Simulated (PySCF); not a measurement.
# AlH: bond curves at several levels of theory

Aim: find the lowest electronic state of AlH, scan its bond at several levels of theory, and get bond length, wavenumber and dissociation energy from each curve.

Program: PySCF 2.14.0. Level of theory: Al cc-pV(T+d)Z, H cc-pVTZ, no relativity. These are calculated values, not measurements.

### Step 1. The job

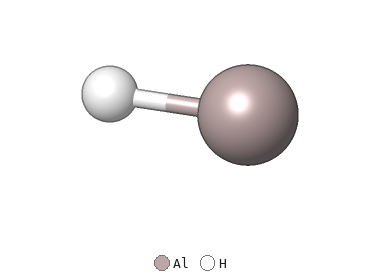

The two atoms at the starting distance (aluminium light grey, hydrogen white).

A driver script around PySCF takes these settings:

* atoms: Al, H
* charge: 0
* basis: Al cc-pV(T+d)Z, H cc-pVTZ
* Hamiltonian: no relativity
* basis functions: 53
* electrons treated: 14
* masses in u: 26.9815, 1.0078
* levels: PBE0, PBE, r²SCAN, BP86, PW91, M06-2X, HSE06, HF, MP2, SCS-MP2, CCSD, CCSD(T)
* grid: 80 radial by 434 angular points
* occupations: held fixed by the projection of orbital angular momentum
* dissociation limit: Al + H, each in its ground configuration
* starting distance in angstrom: 1.515
* values of 2S to try: 0, 2

After the search, every level is run at each distance in turn; below they are sorted by level.

### Step 2. Which determinant to follow

Unrestricted PBE0 solutions at 1.515 Å, counted from the lowest. The search isn't exhaustive.

| 2Ms+1 | unpaired | term | E (eV) | ⟨S²⟩ | ⟨Lz²⟩ | μ (D) |
| --- | --- | --- | --- | --- | --- | --- |
| 1 | none | ¹Σ⁺ | 0.00 | 0.00 | 0.00 | 0.51 |
| 3 | σ ↑, π ↑ | ³Π | 1.58 | 2.00 | 1.00 | -0.47 |
| 1 | σ ↑, π ↓ | not assigned | 2.04 | 1.02 | 1.01 | -0.36 |
| 3 | π ↑↑ | ³Σ⁻ | 4.64 | 2.10 | 0.00 | -1.13 |
| 1 | π ↑↓ | not assigned | 5.03 | 1.01 | 2.02 | -1.27 |
| 3 | σ ↑↑ | ³Σ⁺ | 5.21 | 2.00 | 0.00 | 0.78 |

6 of 11 solutions are listed, lowest first. Solutions whose top level lies above zero are left out, so the zero of the table need not be the lowest of all.

A term symbol stands only where ⟨S²⟩ and ⟨Lz²⟩ are near those of a pure state. A positive dipole means Al(−)H(+).

The most promising solutions are followed along the bond (rough minima from three points):

| 2Ms+1 | unpaired | R at minimum (Å) | energy at minimum (eV) |
| --- | --- | --- | --- |
| 1 | none | 1.67 | 0.00 |
| 3 | σ ↑, π ↑ | 1.61 | 1.66 |

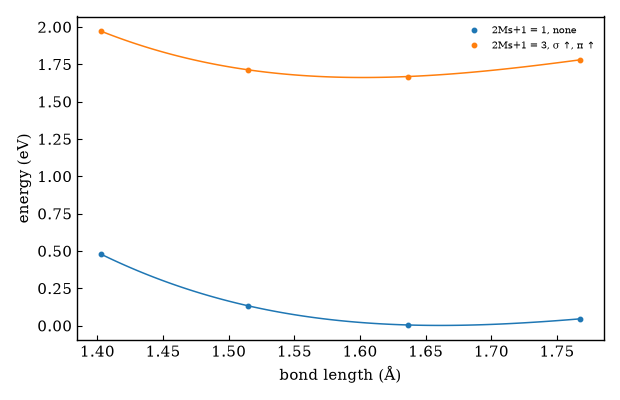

Short scans of the candidates.

The search made 12 SCF attempts at the starting distance; with the short scans it took 11 s of wall time (1 thread, shared host).

### Step 3. PBE0 along the bond

State followed: ¹Σ⁺ (singlet), closed shell. The scan is laid around 1.665 Å.

Log of the SCF at 1.665 Å:

```text
******** <class 'pyscf.dft.uks_symm.SymAdaptedUKS'> ********
method = SymAdaptedUKS
initial guess = minao
damping factor = 0
level_shift factor = 0
DIIS = <class 'pyscf.scf.diis.CDIIS'>
diis_start_cycle = 1
diis_space = 10
diis_damp = 0
SCF conv_tol = 1e-09
SCF conv_tol_grad = None
SCF max_cycles = 60
direct_scf = False
max_memory 909 MB (current use 289 MB)
number electrons alpha = 7  beta = 7
XC library pyscf.dft.libxc version 7.0.0
    S. Lehtola, C. Steigemann, M. J.T. Oliveira, and M. A.L. Marques.,  SoftwareX 7, 1–5 (2018)
XC functionals = PBE0
    C. Adamo and V. Barone.,  J. Chem. Phys. 110, 6158 (1999)
    M. Ernzerhof and G. E. Scuseria.,  J. Chem. Phys. 110, 5029 (1999)
small_rho_cutoff = 0
Overwritten attributes  get_jk get_occ get_j get_k get_hcore  of <class 'pyscf.dft.uks_symm.SymAdaptedUKS'>
Set gradient conv threshold to 3.16228e-05
init E= -242.860649390771
cycle= 1 E= -242.863041077752  delta_E= -0.00239  |g|= 0.00313  |ddm|= 0.0321
cycle= 2 E= -242.863048846358  delta_E= -7.77e-06  |g|= 0.00188  |ddm|= 0.0146
cycle= 3 E= -242.863051594654  delta_E= -2.75e-06  |g|= 0.0001  |ddm|= 0.00562
cycle= 4 E= -242.863051602577  delta_E= -7.92e-09  |g|= 3.05e-05  |ddm|= 0.000466
cycle= 5 E= -242.86305160286  delta_E= -2.83e-10  |g|= 2.26e-06  |ddm|= 6.8e-05
Extra cycle  E= -242.863051602866  delta_E= -6.45e-12  |g|= 4.71e-07  |ddm|= 1.82e-05
converged SCF energy = -242.863051602866  <S^2> = -2.3092639e-14  2S+1 = 1
```

Points of the scan, energies from the lowest:

| R (Å) | E (eV) | μ (D) | Mulliken charge of Al (e) | Mayer bond order | ⟨S²⟩ | HOMO (eV) | LUMO (eV) |
| --- | --- | --- | --- | --- | --- | --- | --- |
| 1.4319 | 0.3608 | 0.80 | 0.19 | 0.90 | 0.00 | -5.66 | -1.73 |
| 1.4985 | 0.1664 | 0.57 | 0.17 | 0.91 | 0.00 | -5.71 | -1.75 |
| 1.5651 | 0.0541 | 0.32 | 0.17 | 0.91 | 0.00 | -5.76 | -1.77 |
| 1.6151 | 0.0124 | 0.13 | 0.17 | 0.92 | 0.00 | -5.80 | -1.78 |
| 1.6650 | 0.0000 | -0.06 | 0.17 | 0.92 | 0.00 | -5.83 | -1.80 |
| 1.7149 | 0.0116 | -0.26 | 0.18 | 0.92 | 0.00 | -5.86 | -1.82 |
| 1.7816 | 0.0571 | -0.53 | 0.19 | 0.92 | 0.00 | -5.89 | -1.85 |
| 1.8648 | 0.1507 | -0.87 | 0.20 | 0.92 | 0.00 | -5.91 | -1.90 |
| 1.9647 | 0.3010 | -1.28 | 0.22 | 0.92 | 0.00 | -5.92 | -1.95 |
| 2.0979 | 0.5413 | -1.82 | 0.24 | 0.92 | 0.00 | -5.89 | -2.03 |

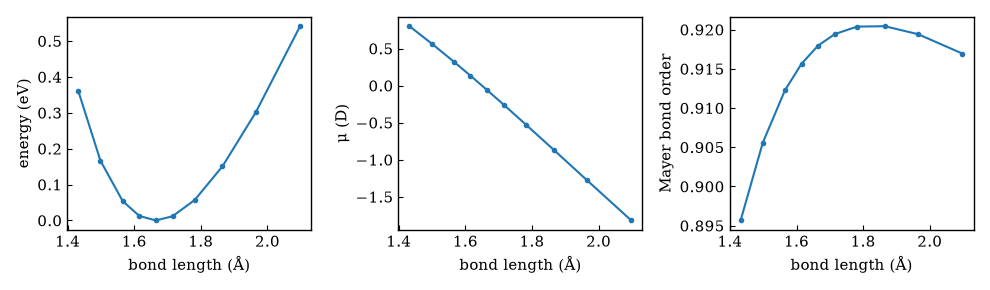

The PBE0 energy and properties against bond length.

Fit: Re = 1.664 Å, ωe = 1642 cm⁻¹, ωexe = 24.8 cm⁻¹, αe = 0.172 cm⁻¹, Be = 6.265 cm⁻¹, De = 2.99 eV, μ = -0.06 D.

Orbitals nearest the gap at 1.665 Å:

| spin | orbital | ε (eV) | filled | made of |
| --- | --- | --- | --- | --- |
| both | σ | -10.20 | yes | Al s 58 %, H s 35 % |
| both | σ | -5.83 | yes | Al p 39 %, Al s 35 %, H s 24 % |
| both | π | -1.80 | no | Al p 99 % |
| both | π | -1.80 | no | Al p 99 % |
| both | σ | 1.59 | no | Al p 78 %, Al d 11 % |

Polarisability there: 45.4 bohr³ along the bond, 42.3 across it. Without diffuse functions these come out too small, above all across the bond.

### Step 4. Excited determinants

State 2: ³Π (triplet), unpaired electrons σ ↑, π ↑, an excited solution.

Log of the SCF at 1.665 Å:

```text
[... 13 set-up lines left out, the same as in an earlier log ...]
max_memory 909 MB (current use 318 MB)
number electrons alpha = 8  beta = 6
[... 7 set-up lines left out, the same as in an earlier log ...]
init E= -242.797591369239
cycle= 1 E= -242.801269714494  delta_E= -0.00368  |g|= 0.00239  |ddm|= 0.0289
cycle= 2 E= -242.801276393241  delta_E= -6.68e-06  |g|= 0.00177  |ddm|= 0.0147
cycle= 3 E= -242.801279153315  delta_E= -2.76e-06  |g|= 0.00031  |ddm|= 0.00548
cycle= 4 E= -242.801279480585  delta_E= -3.27e-07  |g|= 0.000165  |ddm|= 0.00212
cycle= 5 E= -242.80127955359  delta_E= -7.3e-08  |g|= 5.14e-05  |ddm|= 0.00139
cycle= 6 E= -242.801279560051  delta_E= -6.46e-09  |g|= 7.73e-06  |ddm|= 0.00048
cycle= 7 E= -242.801279560117  delta_E= -6.6e-11  |g|= 1.23e-06  |ddm|= 4.33e-05
Extra cycle  E= -242.801279560119  delta_E= -1.88e-12  |g|= 7.96e-07  |ddm|= 7.31e-06
converged SCF energy = -242.801279560119  <S^2> = 2.0046704  2S+1 = 3.003112
```

Re = 1.604 Å, ωe = 1772 cm⁻¹, ωexe = 42.6 cm⁻¹, αe = 0.222 cm⁻¹, Be = 6.748 cm⁻¹, μ = -0.54 D. Its minimum lies 1.66 eV above that of the lowest state.

Energy (eV) from the lowest point of the lowest state:

| R (Å) | lowest | state 2 |
| --- | --- | --- |
| 1.432 | 0.361 | 1.877 |
| 1.498 | 0.166 | 1.734 |
| 1.565 | 0.054 | 1.670 |
| 1.615 | 0.012 | 1.662 |
| 1.665 | 0.000 | 1.681 |
| 1.715 | 0.012 | 1.720 |
| 1.782 | 0.057 | 1.797 |
| 1.865 | 0.151 | 1.919 |
| 1.965 | 0.301 | 2.084 |
| 2.098 | 0.541 | 2.304 |

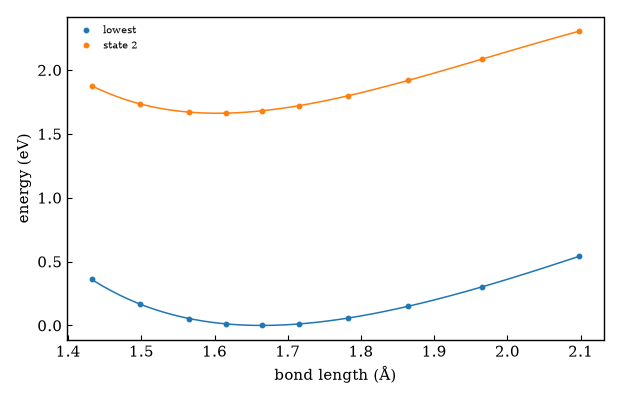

PBE0 curves of the followed states.

### Step 5. PBE (GGA)

Log of the SCF at 1.665 Å:

```text
[... 13 set-up lines left out, the same as in an earlier log ...]
max_memory 909 MB (current use 292 MB)
[... 3 set-up lines left out, the same as in an earlier log ...]
XC functionals = PBE
    J. P. Perdew, K. Burke, and M. Ernzerhof.,  Phys. Rev. Lett. 77, 3865 (1996)
    J. P. Perdew, K. Burke, and M. Ernzerhof.,  Phys. Rev. Lett. 78, 1396 (1997)
    J. P. Perdew, K. Burke, and M. Ernzerhof.,  Phys. Rev. Lett. 77, 3865 (1996)
    J. P. Perdew, K. Burke, and M. Ernzerhof.,  Phys. Rev. Lett. 78, 1396 (1997)
[... 2 set-up lines left out, the same as in an earlier log ...]
init E= -242.838783153658
cycle= 1 E= -242.839343594278  delta_E= -0.00056  |g|= 0.011  |ddm|= 0.112
cycle= 2 E= -242.839360040644  delta_E= -1.64e-05  |g|= 0.00585  |ddm|= 0.0177
cycle= 3 E= -242.839366228347  delta_E= -6.19e-06  |g|= 0.000214  |ddm|= 0.00553
cycle= 4 E= -242.839366259871  delta_E= -3.15e-08  |g|= 4.81e-05  |ddm|= 0.000756
cycle= 5 E= -242.839366261221  delta_E= -1.35e-09  |g|= 1.06e-05  |ddm|= 0.000108
cycle= 6 E= -242.83936626131  delta_E= -8.87e-11  |g|= 3.48e-06  |ddm|= 5.2e-05
Extra cycle  E= -242.839366261311  delta_E= -1.25e-12  |g|= 3.62e-06  |ddm|= 2.55e-05
converged SCF energy = -242.839366261311  <S^2> = -1.9539925e-14  2S+1 = 1
```

Re = 1.679 Å, ωe = 1582 cm⁻¹, ωexe = 25.3 cm⁻¹, αe = 0.177 cm⁻¹, Be = 6.155 cm⁻¹, De = 3.01 eV, μ = -0.14 D.

### Step 6. r²SCAN (meta-GGA)

The SCF at the reference distance, 1.665 Å, printed:

```text
[... 17 set-up lines left out, the same as in an earlier log ...]
XC functionals = R2SCAN
    J. W. Furness, A. D. Kaplan, J. Ning, J. P. Perdew, and J. Sun.,  J. Phys. Chem. Lett. 11, 8208-8215 (2020)
    J. W. Furness, A. D. Kaplan, J. Ning, J. P. Perdew, and J. Sun.,  J. Phys. Chem. Lett. 11, 9248-9248 (2020)
    J. W. Furness, A. D. Kaplan, J. Ning, J. P. Perdew, and J. Sun.,  J. Phys. Chem. Lett. 11, 8208-8215 (2020)
    J. W. Furness, A. D. Kaplan, J. Ning, J. P. Perdew, and J. Sun.,  J. Phys. Chem. Lett. 11, 9248-9248 (2020)
[... 2 set-up lines left out, the same as in an earlier log ...]
init E= -242.944757080289
cycle= 1 E= -242.94503286846  delta_E= -0.000276  |g|= 0.00496  |ddm|= 0.0857
cycle= 2 E= -242.945041976081  delta_E= -9.11e-06  |g|= 0.00194  |ddm|= 0.0239
cycle= 3 E= -242.945044754228  delta_E= -2.78e-06  |g|= 0.000392  |ddm|= 0.00796
cycle= 4 E= -242.945044913858  delta_E= -1.6e-07  |g|= 2.15e-05  |ddm|= 0.00144
cycle= 5 E= -242.945044914129  delta_E= -2.71e-10  |g|= 4.05e-06  |ddm|= 9.17e-05
Extra cycle  E= -242.945044914143  delta_E= -1.34e-11  |g|= 2.52e-06  |ddm|= 1.97e-05
converged SCF energy = -242.945044914143  <S^2> = -2.6645353e-14  2S+1 = 1
```

Re = 1.662 Å, ωe = 1639 cm⁻¹, ωexe = 25.9 cm⁻¹, αe = 0.181 cm⁻¹, Be = 6.285 cm⁻¹, De = 3.02 eV, μ = -0.01 D. 12 s of CPU time for 12 points, integrals apart.

### Step 7. BP86

Log of the SCF at 1.665 Å:

```text
[... 13 set-up lines left out, the same as in an earlier log ...]
max_memory 909 MB (current use 297 MB)
[... 3 set-up lines left out, the same as in an earlier log ...]
XC functionals = B88,P86
    A. D. Becke.,  Phys. Rev. A 38, 3098 (1988)
    J. P. Perdew.,  Phys. Rev. B 33, 8822 (1986)
[... 2 set-up lines left out, the same as in an earlier log ...]
init E= -243.001523696552
cycle= 1 E= -243.002115047837  delta_E= -0.000591  |g|= 0.00822  |ddm|= 0.118
cycle= 2 E= -243.002124483861  delta_E= -9.44e-06  |g|= 0.00444  |ddm|= 0.0141
cycle= 3 E= -243.002128221742  delta_E= -3.74e-06  |g|= 0.000319  |ddm|= 0.00538
cycle= 4 E= -243.002128304621  delta_E= -8.29e-08  |g|= 8.44e-05  |ddm|= 0.00147
cycle= 5 E= -243.002128313316  delta_E= -8.69e-09  |g|= 1.69e-05  |ddm|= 0.000361
cycle= 6 E= -243.002128313597  delta_E= -2.81e-10  |g|= 1.85e-06  |ddm|= 4.78e-05
Extra cycle  E= -243.002128313599  delta_E= -2.07e-12  |g|= 1.11e-06  |ddm|= 9.28e-06
converged SCF energy = -243.002128313599  <S^2> = -1.8651747e-14  2S+1 = 1
```

Re = 1.677 Å, ωe = 1582 cm⁻¹, ωexe = 25.7 cm⁻¹, αe = 0.180 cm⁻¹, Be = 6.167 cm⁻¹, De = 3.17 eV, μ = -0.17 D. 5.7 s of CPU time for 12 points, integrals apart.

[end of part 1 of 2]
